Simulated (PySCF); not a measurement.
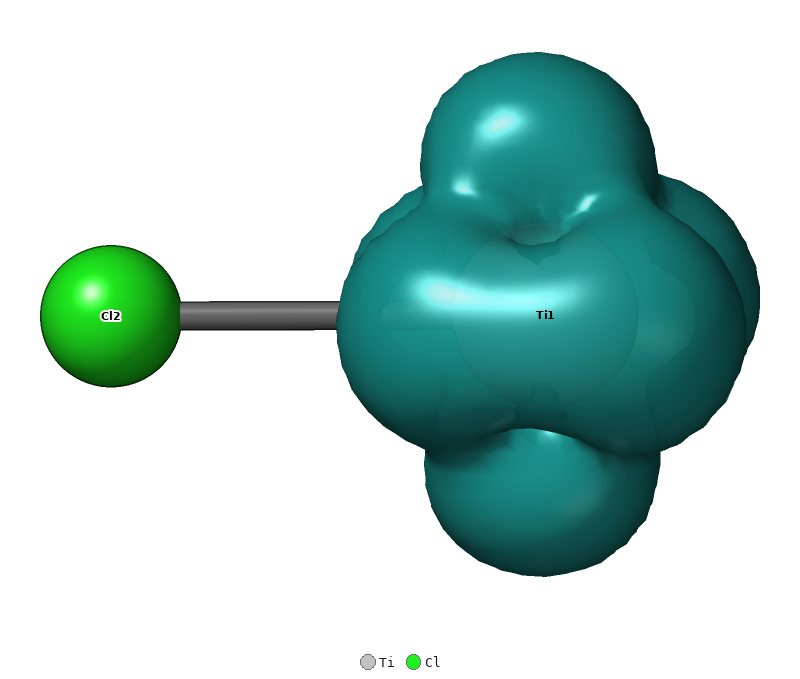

The picture shows: TiCl (charge −1, triplet). Isosurfaces of the spin density (α minus β) at +0.05 (teal) and −0.05 e/Å³ (pink), seen from one side.

⟨S²⟩ = 2.10, above the pure value of 2.00.

Computed with PBE0/def2-TZVPPD, non-relativistic Hamiltonian with scalar-relativistic core potentials where named, at a bond length of 2.369 Å (PySCF).

```xyz
2

Ti    0.0000    0.0000   -0.9991
Cl    0.0000    0.0000    1.3699
```

Question: Where is the unpaired spin?

Answer: The unpaired spin (2 electrons) lies mostly on Ti1 (about 2.0), in electrons by Hirshfeld's partition.
